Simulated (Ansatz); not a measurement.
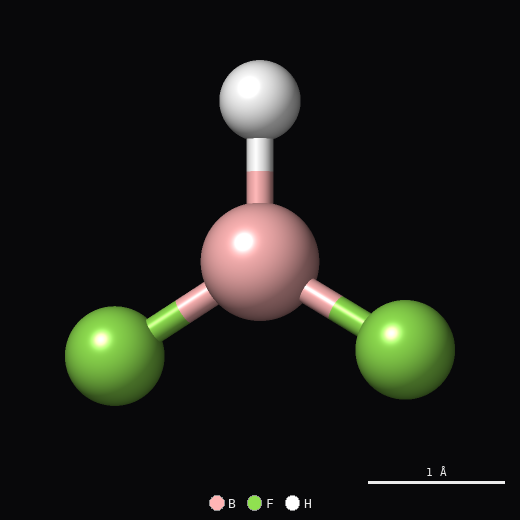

The picture shows a molecular structure as a ball-and-stick model. Every bond is drawn as one stick, whatever its order.

Computed geometry: PBE0-D4/def2-TZVP optimisation.

> Count the atoms of each element.

BF2H, 4 atoms: 1 boron, 2 fluorine and 1 hydrogen.

> How many atoms are distinct by symmetry?

3: 1 B, 2 F, 1 H.

> Give the symmetry (Schoenflies symbol).

C2v.

> Count the bonded pairs by element.

2 B–F, 1 B–H. Sticks follow a distance rule.

The parts below concern this one geometry. Atoms keep their numbers from picture to picture.

Geometry

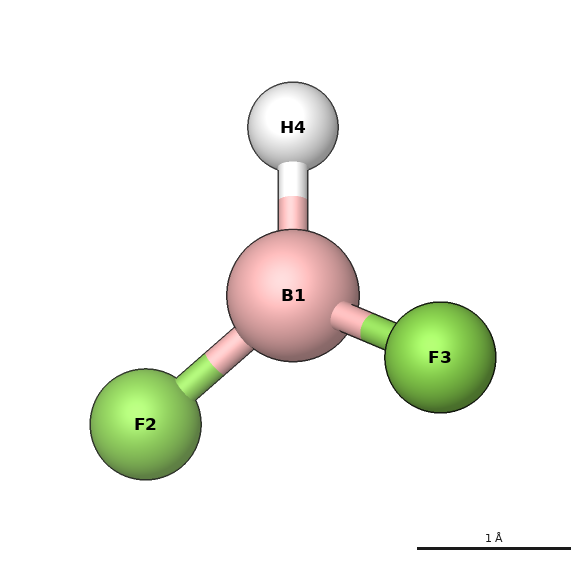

What are the angles F2–B1–F3, F2–B1–H4?

| angle | degrees |
| --- | --- |
| F2–B1–F3 | 118.1 |
| F2–B1–H4 | 121.0 |

Dipole moment

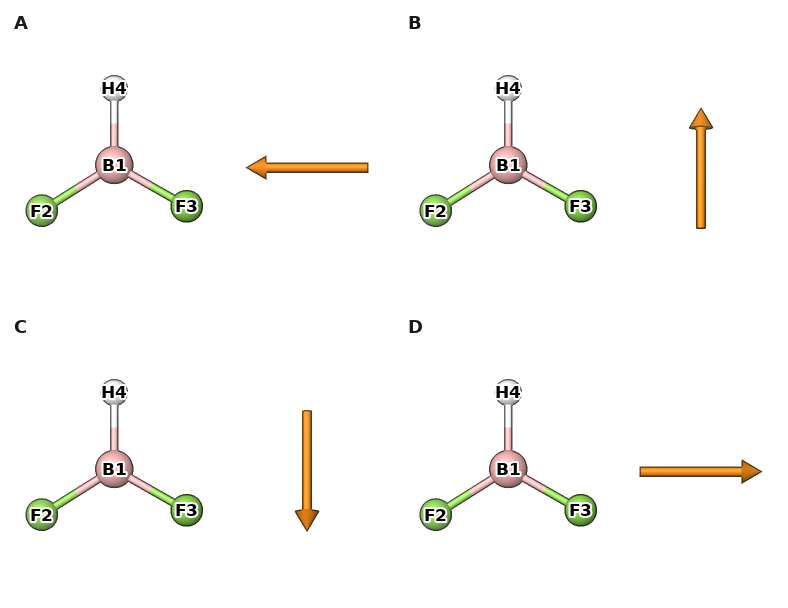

The same molecule four times, each with an arrow. Method: RKS PBE0-D4/def2-TZVP (Ansatz 0.2.0).

> Which arrow points along the dipole moment, from the negative to the positive end?

B. The dipole moment is 0.89 D; it points from the side of F2, F3 to the side of H4 (the outermost atoms at the two ends).

Electronic properties

Properties computed with RKS PBE0-D4/def2-TZVPP (Ansatz 0.2.0).

> What is the LUMO energy (Kohn–Sham orbital)?

−0.32 eV.

> Estimate the HOMO energy (Kohn–Sham orbital).

−10.86 eV.

Vibrations

Harmonic vibrations computed with RKS PBE0-D4/def2-TZVP (Ansatz 0.2.0) at a stationary point of the same level.

> How many vibrational modes are there, and where do they lie?

6 modes: 539, 925, 1088, 1187, 1445, 2695 cm⁻¹.
